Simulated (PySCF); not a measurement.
# C2H5BClP (SMILES PB/C=C\Cl): MP2/pc-1

Aim: the vertical ionisation energy of C2H5BClP at MP2/pc-1, from 2 runs. The job is set up through a Python script.

The calculation is run with PySCF 2.14.0.

## Step 1: Starting point

C2H5BClP has 10 atoms, charge 0, and is taken as a singlet. As SMILES, `PB/C=C\Cl`. Geometry: relaxed at GFN2-xTB. This is one conformer, not always the lowest.

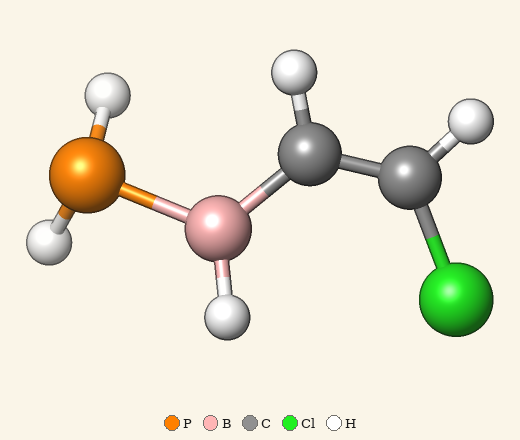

Viewed from a chosen angle; phosphorus orange, boron pink, carbon grey, chlorine green, hydrogen white.

## Step 2: A single-point energy at MP2/pc-1

The input, job.py:

```python
from pyscf import gto, scf, mp

molecule = gto.Mole()
molecule.atom = '''
P   -0.604080  -1.742450   1.363190
B   -0.026300  -0.795680  -0.135390
C    0.540780   0.625790   0.051810
C    0.752020   1.540540  -0.898720
Cl   0.425850   1.287600  -2.559260
H   -1.223140  -0.754880   2.104040
H   -1.761770  -2.326780   0.892960
H   -0.000480  -1.337560  -1.172890
H    0.773220   0.966610   1.056000
H    1.123910   2.536810  -0.701740
'''
molecule.basis = 'pc-1'
molecule.spin = 0
molecule.verbose = 4
molecule.max_memory = 1860
molecule.build()

calc0 = scf.RHF(molecule)
calc0.conv_tol = 1e-10
calc0.kernel()
if not calc0.converged:
    calc0 = calc0.newton().run(calc0.mo_coeff, calc0.mo_occ)

pt = mp.MP2(calc0, frozen=13).run()
etot = pt.e_tot
print('E(%s) = %.9f' % ('MP2', etot))
```

The run is started by

```console
$ OMP_NUM_THREADS=1 python job.py
```

The program printed:

```text
PySCF version 2.14.0

[... 68 lines left out ...]
converged SCF energy = -903.482505681672
[... 1 line left out ...]
******** <class 'pyscf.mp.mp2.RMP2'> ********
nocc = 14, nmo = 90
frozen orbitals 13
E(RMP2) = -904.078080328746  E_corr = -0.595574647073393
E(SCS-RMP2) = -904.07409837951  E_corr = -0.591592697838072
E_corr(same-spin) = -0.142034859980768
E_corr(oppo-spin) = -0.453539787092625
E(MP2) = -904.078080329
```

Wall time 2.8 s (1 thread of Intel Xeon Platinum 8488C (Sapphire Rapids), shared host); peak memory 0.27 GiB.

## Step 3: The doublet cation

The input, calc.py:

```python
from pyscf import gto, scf, mp

mol = gto.M(
    atom='''
P       -0.604080      -1.742450       1.363190
B       -0.026300      -0.795680      -0.135390
C        0.540780       0.625790       0.051810
C        0.752020       1.540540      -0.898720
Cl       0.425850       1.287600      -2.559260
H       -1.223140      -0.754880       2.104040
H       -1.761770      -2.326780       0.892960
H       -0.000480      -1.337560      -1.172890
H        0.773220       0.966610       1.056000
H        1.123910       2.536810      -0.701740
''',
    max_memory=1860,
    basis='pc-1',
    verbose=4,
    spin=1,
    charge=1,
)

hf = scf.UHF(mol)
hf.conv_tol = 1e-10
hf.kernel()
if not hf.converged:
    hf = hf.newton().run(hf.mo_coeff, hf.mo_occ)

pt = mp.MP2(hf, frozen=13).run()
etot = pt.e_tot
print(f'total energy: {etot:.8f} hartree')
```

The run is started by

```console
$ OMP_NUM_THREADS=1 python calc.py
```

The program printed:

```text
PySCF version 2.14.0

[... 134 lines left out ...]
converged SCF energy = -903.171751710433  <S^2> = 0.84072979  2S+1 = 2.0887602
[... 1 line left out ...]
******** <class 'pyscf.mp.ump2.UMP2'> ********
nocc = (np.int64(14), np.int64(13)), nmo = (90, 90)
frozen orbitals 13
E(UMP2) = -903.739789610144  E_corr = -0.56803789971078
E(SCS-UMP2) = -903.735465995899  E_corr = -0.563714285465939
E_corr(same-spin) = -0.136074454831151
E_corr(oppo-spin) = -0.431963444879629
total energy: -903.73978961 hartree
```

It took 5.4 s on 1 thread of Intel Xeon Platinum 8488C (Sapphire Rapids), shared host; peak memory 0.28 GiB.

## Step 4: Results

At MP2/pc-1, 13 core orbitals frozen:

| quantity | value |
| --- | --- |
| singlet C2H5BClP: total energy | -904.07808 Eh |
| singlet C2H5BClP: dipole moment (Hartree–Fock density) | 1.55 D |
| singlet C2H5BClP: HOMO energy (Hartree–Fock orbitals) | -9.61 eV |
| singlet C2H5BClP: LUMO energy (Hartree–Fock orbitals) | 1.20 eV |
| singlet C2H5BClP: HOMO–LUMO gap (Hartree–Fock orbitals) | 10.81 eV |
| singlet C2H5BClP: correlation energy (13 core orbitals frozen) | -595.6 mEh |
| doublet cation: total energy | -903.73979 Eh |
| doublet cation: HOMO energy (Hartree–Fock orbitals) (highest over α and β) | -14.82 eV |
| doublet cation: LUMO energy (Hartree–Fock orbitals) (lowest over α and β) | -7.34 eV |
| doublet cation: correlation energy (13 core orbitals frozen) | -568.0 mEh |
| doublet cation: ⟨S²⟩ of the reference determinant | 0.841 |
| vertical ionisation energy (to the doublet cation) | 9.205 eV |

Removing an electron at fixed nuclei costs 9.21 eV (888 kJ/mol).
